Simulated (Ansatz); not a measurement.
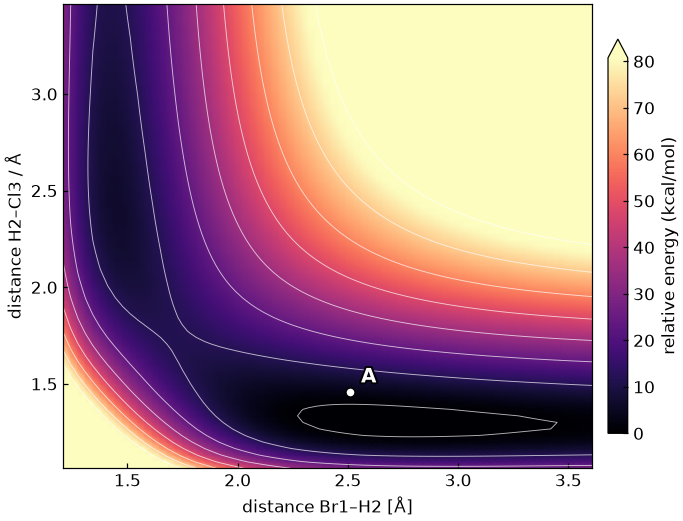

The system Br⁻ + HCl. Coordinates scanned: (1) distance Br1–H2; (2) distance H2–Cl3. Nothing is relaxed (the angle Br1–H2–Cl3 is fixed at 120 degrees). The scan uses a 9 × 9 grid. Points are written as (first, second). Energies are in kcal/mol, from the lowest grid point. The reference is spin-restricted, so regions where a bond is pulled apart into radicals lie too high. All numbers below come from RKS wB97X-V/def2-TZVPD in Ansatz 0.2.0.

The picture shows a smooth colour map with a few white contour lines, one colour for all values above the top of the scale, the point A. Between grid points the surface is interpolated.

Is A at rest? If not, where is it pushed?

A, at (2.511 Å, 1.460 Å), is not a stationary point. The computed force is 3.4 kcal/mol for each Å towards smaller values of distance Br1–H2 and 60 kcal/mol for each Å towards smaller values of distance H2–Cl3.
